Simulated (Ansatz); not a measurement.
# C2H9AlSi (SMILES C[SiH](C)[AlH2]) at revPBE/cc-pVDZ

What is the vertical ionisation energy of C2H9AlSi at revPBE/cc-pVDZ? 

Program for the calculation: Ansatz 0.2.0.

45 further runs of the same task are left out: 45 set aside as unsound or not needed. Runs told in other sessions of the task aren't counted.

## 1. Starting point

C2H9AlSi has 13 atoms, charge 0, and is taken as a singlet. SMILES: `C[SiH](C)[AlH2]`. The shape is that of a PBE0-D4/def2-TZVP optimisation.

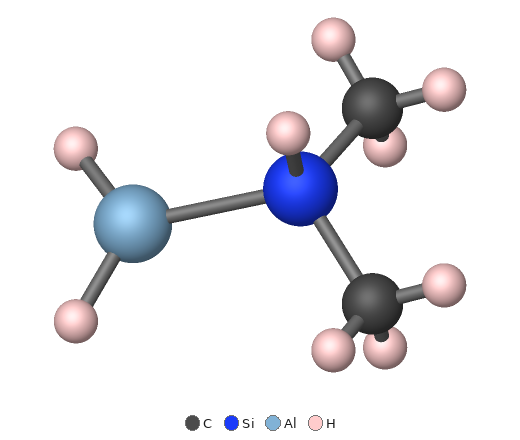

The structure, seen from a chosen angle (carbon dark grey, silicon blue, aluminium light blue, hydrogen pink).

## 2. The energy at revPBE/cc-pVDZ

Input file job.yaml:

```yaml
crystal:
  periodic: [false, false, false]
  atoms:
    - {symbol: C, position_ang: [-0.866600, 1.411600, -0.714500]}
    - {symbol: Si, position_ang: [-0.138800, -0.288000, -0.351000]}
    - {symbol: C, position_ang: [1.742200, -0.215000, -0.436200]}
    - {symbol: Al, position_ang: [-0.964000, -1.250200, 1.760500]}
    - {symbol: H, position_ang: [-1.958500, 1.381800, -0.711700]}
    - {symbol: H, position_ang: [-0.550700, 2.142800, 0.033900]}
    - {symbol: H, position_ang: [-0.539400, 1.770100, -1.694100]}
    - {symbol: H, position_ang: [-0.602000, -1.216600, -1.435400]}
    - {symbol: H, position_ang: [2.070400, 0.143000, -1.415700]}
    - {symbol: H, position_ang: [2.144200, 0.462300, 0.321500]}
    - {symbol: H, position_ang: [2.182900, -1.200600, -0.270400]}
    - {symbol: H, position_ang: [-0.100900, -2.306700, 2.585400]}
    - {symbol: H, position_ang: [-2.398600, -0.869500, 2.342400]}
basis:
  gaussian:
    orbitals: cc-pVDZ
total_charge: 0
output: {orbitals: {seedname: orbitals}}
hamiltonian:
  xc: {name: revPBE}
accuracy: high
```

Launch:

```
$ ansatz run job.yaml --threads 1 --pin off --max-ram 2610MiB --events-out events.jsonl --progress --plain --runs-dir runs
```

Standard output:

```text
Warning: RAYON_NUM_THREADS=1 ignored (pool sized by the plan → 1); use --threads N
Functional definition: revPBE
  name "revPBE"
  parameter kappa = 1.245
  parameter beta = 0.06672455060314922
  exchange = pbe_x(kappa = kappa, mu = beta*pi^2/3)
  correlation = pbe_c(beta = beta)
2636 factors; integrals over basis functions are off by at most 3.8e-9 eV
mean field evaluation 1: about -16679.0415 eV, gradient 6.9e1 eV
mean field evaluation 2: about -16658.2325 eV, gradient 1.0e2 eV
mean field evaluation 4: about -16691.2088 eV, gradient 4.8e0 eV
mean field evaluation 8: about -16691.2841 eV, gradient 6.5e-2 eV
mean field evaluation 16: about -16691.2841 eV, gradient 1.4e-5 eV
mean field -16691.28410022 eV, -613.3933769245 hartree, gradient 7.0e-8 eV, S^2 0.000000; 0 other end points of the search recorded, 0 dependent functions left out
reference -16691.28410605 eV, -613.3933771387 hartree; 24, 24 occupied and 85, 85 virtual orbitals, 2636 factors
Total energy: -16691.28410605 eV, -613.3933771387 hartree
```

It took 12 s on 1 thread of Intel Xeon Platinum 8259CL at 2.50GHz (Skylake/Cascade Lake), shared host; peak memory 0.37 GiB.

## 3. The doublet cation, same level

Input file molecule.yaml:

```yaml
crystal:
  periodic: [false, false, false]
  atoms:
    - {symbol: C, position_ang: [-0.866600, 1.411600, -0.714500]}
    - {symbol: Si, position_ang: [-0.138800, -0.288000, -0.351000]}
    - {symbol: C, position_ang: [1.742200, -0.215000, -0.436200]}
    - {symbol: Al, position_ang: [-0.964000, -1.250200, 1.760500]}
    - {symbol: H, position_ang: [-1.958500, 1.381800, -0.711700]}
    - {symbol: H, position_ang: [-0.550700, 2.142800, 0.033900]}
    - {symbol: H, position_ang: [-0.539400, 1.770100, -1.694100]}
    - {symbol: H, position_ang: [-0.602000, -1.216600, -1.435400]}
    - {symbol: H, position_ang: [2.070400, 0.143000, -1.415700]}
    - {symbol: H, position_ang: [2.144200, 0.462300, 0.321500]}
    - {symbol: H, position_ang: [2.182900, -1.200600, -0.270400]}
    - {symbol: H, position_ang: [-0.100900, -2.306700, 2.585400]}
    - {symbol: H, position_ang: [-2.398600, -0.869500, 2.342400]}
basis:
  gaussian: {orbitals: cc-pVDZ}
total_charge: 1
magnetization: {spin_polarized: true, initial_magnetization: 1}
hamiltonian: {xc: {name: revPBE}}
accuracy: high
output: {orbitals: {seedname: orbitals}}
```

Launch:

```
$ ansatz run molecule.yaml --threads 1 --pin off --max-ram 2610MiB --events-out events.jsonl --progress --plain --runs-dir runs
```

Standard output:

```text
Warning: RAYON_NUM_THREADS=1 ignored (pool sized by the plan → 1); use --threads N
Functional definition: revPBE
  name "revPBE"
  parameter kappa = 1.245
  parameter beta = 0.06672455060314922
  exchange = pbe_x(kappa = kappa, mu = beta*pi^2/3)
  correlation = pbe_c(beta = beta)
2636 factors; integrals over basis functions are off by at most 3.8e-9 eV
mean field evaluation 1: about -16659.5054 eV, gradient 6.3e1 eV
mean field evaluation 2: about -16458.2573 eV, gradient 1.5e2 eV
mean field evaluation 4: about -16675.3508 eV, gradient 2.4e1 eV
mean field evaluation 8: about -16682.6714 eV, gradient 4.2e-1 eV
mean field evaluation 16: about -16682.6603 eV, gradient 4.4e-3 eV
mean field evaluation 32: about -16680.8466 eV, gradient 7.4e0 eV
mean field -16682.66030822 eV, -613.0764584136 hartree, gradient 3.9e-8 eV, S^2 0.752071; 3 other end points of the search recorded, 0 dependent functions left out
reference -16682.66031405 eV, -613.0764586282 hartree; 24, 23 occupied and 85, 86 virtual orbitals, 2636 factors
Total energy: -16682.66031405 eV, -613.0764586282 hartree
```

It took 22 s on 1 thread of Intel Xeon Platinum 8259CL at 2.50GHz (Skylake/Cascade Lake), shared host; peak memory 0.48 GiB.

## 4. Outcome

At revPBE/cc-pVDZ:

| quantity | value |
| --- | --- |
| singlet C2H9AlSi: total energy | -613.39338 Eh |
| singlet C2H9AlSi: HOMO energy | -5.84 eV |
| singlet C2H9AlSi: LUMO energy | -2.48 eV |
| singlet C2H9AlSi: HOMO–LUMO gap | 3.36 eV |
| doublet cation: total energy | -613.07646 Eh |
| doublet cation: HOMO energy (highest over α and β) | -12.24 eV |
| doublet cation: LUMO energy (lowest over α and β) | -11.34 eV |
| doublet cation: ⟨S²⟩ | 0.752 |
| vertical ionisation energy (to the doublet cation) | 8.624 eV |

**Reading.** The vertical ionisation energy comes to 8.62 eV (832 kJ/mol). −ε(HOMO) before ionisation, 5.84 eV, is 2.79 eV below this ionisation energy.
